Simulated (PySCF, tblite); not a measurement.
**C₃H₄OP₃−: geometry, infrared bands and NMR shifts**

Wanted: the infrared bands and NMR shifts of C₃H₄OP₃− (`COc1ppc[p-]1`), by calculation.

The runs use tblite 0.8.0 and PySCF 2.14.0, with density-fitted response routines of our own; the level of theory stands in each step. All values are computed, except where a source is named. Atoms are numbered from 0 throughout.

## Step 1: The starting structure

11 atoms, charge -1, multiplicity 1; geometry from: force field or distance geometry start.

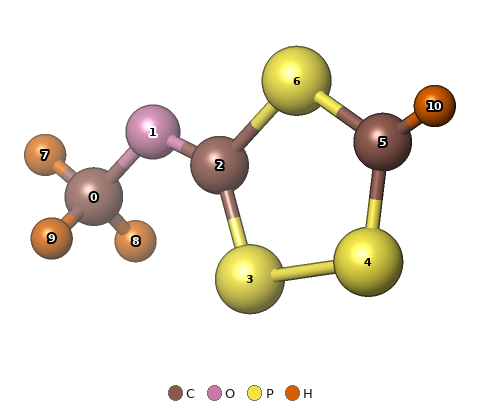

The starting geometry (carbon brown, oxygen pink, phosphorus yellow, hydrogen orange), atoms numbered.

## Step 2: Optimising the geometry with GFN2-xTB

What the job is given:

```
{"job": {"kind": "relax", "xc": "GFN2-xTB", "basis": "xTB"}, "charge": -1, "multiplicity": 1}
C     -2.394500    -0.024300    -0.037000
O     -1.246700     0.518300     0.603600
C     -0.008500     0.146300     0.182400
P      0.459500    -0.900000    -1.102400
P      2.707300    -0.862500    -1.021900
C      3.064000     0.215400     0.267500
P      1.492100     0.849900     1.021100
H     -3.277900     0.398600     0.465600
H     -2.423600     0.277300    -1.086100
H     -2.437000    -1.111300     0.070700
H      4.070900     0.495000     0.610500
```

Started as:

```sh
> OMP_NUM_THREADS=1 python probes_run.py task.json out
```

The driver reads the jobs from task.json and runs them one after another.

**Question.** This job is followed by: GFN2-xTB harmonic vibrations, gas phase; GIAO PBE0/pcSseg-1 NMR shielding, non-relativistic, gas phase. What will the session give for the following? strongest single infrared mode (GFN2-xTB); zero-point energy (GFN2-xTB); 13C shifts against TMS (PBE0/pcSseg-1); 1H shifts against TMS (PBE0/pcSseg-1, means over atoms taken as alike); 17O shifts against H2O (PBE0/pcSseg-1); 31P shifts against H3PO4 (PBE0/pcSseg-1).

**Answer**, as computed:

| quantity | value |
| --- | --- |
| strongest single infrared mode (GFN2-xTB) | 1149 cm⁻¹, 205 km/mol |
| zero-point energy (GFN2-xTB) | 41.4 kcal/mol |
| 13C shifts against TMS (PBE0/pcSseg-1) | 236.5, 173.6, 61.8 ppm |
| 1H shifts against TMS (PBE0/pcSseg-1, means over atoms taken as alike) | 8.87, 4.05 ppm |
| 17O shifts against H2O (PBE0/pcSseg-1) | 130.1 ppm |
| 31P shifts against H3PO4 (PBE0/pcSseg-1) | 213.6, 203.8, 146.3 ppm |

In words: Relaxing lowered the energy by 1.243 eV in 26 steps; the close pair that moved most is P3–P4, from 2.250 to 2.096 Å. No mode is imaginary among the 27: a minimum at this level. The strongest single mode, at 1149 cm⁻¹, is carried by C2, O1, H10, C0. Unscaled tight-binding wavenumbers are off by several per cent, some by more. Its intensities can rank the bands wrongly. At PBE0/pcSseg-1: Shielding is most anisotropic at P3 (span 507 ppm, paramagnetic term -798 ppm). NICS(1)zz of -27 ppm above the planar ring from C2 marks a diatropic (aromatic) ring current.
